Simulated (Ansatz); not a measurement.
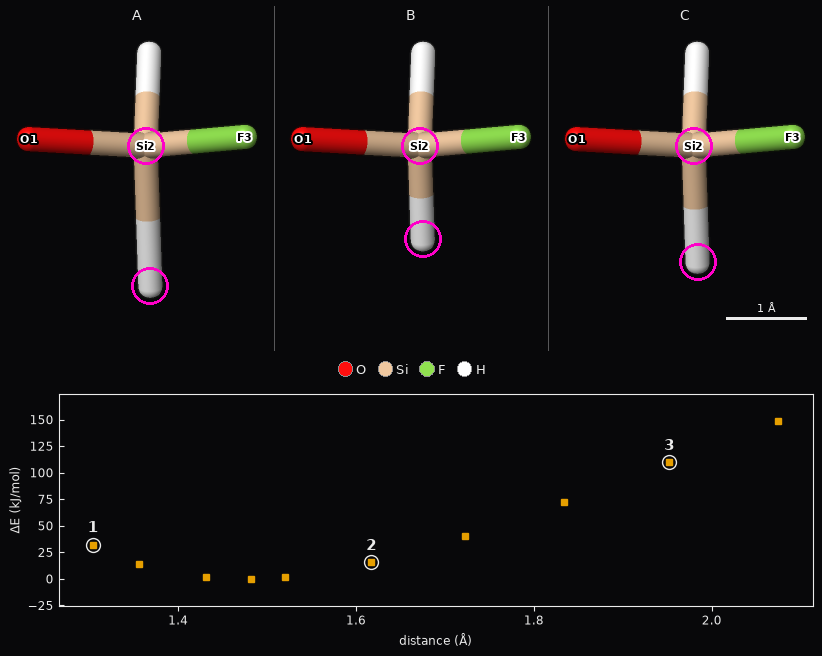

SiH2OF (multiplicity 2): one Si–H bond length is varied, with the rest of the molecule carried along rigidly. The frames are shuffled; the numbered points of the plot belong to them. A stick model, seen face on. The ringed atoms are those of the scanned coordinate.

Computed with Ansatz: wB97M-V, basis def2-TZVPP, on geometries moved rigidly from the minimum at PBE0-D4/def2-TZVP. Energies are counted from the PBE0-D4/def2-TZVP minimum geometry at the same level.

### Match the frames to the points.

Point 1 is frame B (the distance 1.304 Å, 32.4 kJ/mol); 2 is frame C (the distance 1.617 Å, 15.5 kJ/mol); 3 is frame A (the distance 1.952 Å, 109.7 kJ/mol). The lowest computed point lies at the distance 1.482 Å (0.0 kJ/mol). At the ends of the scan the energy is 32.4 kJ/mol (1.304 Å) and 148.7 kJ/mol (2.075 Å). The curvature at the lowest point is about 18 eV/Å² (2.9 mdyn/Å). The well is steeper on the short side, as for any bond.
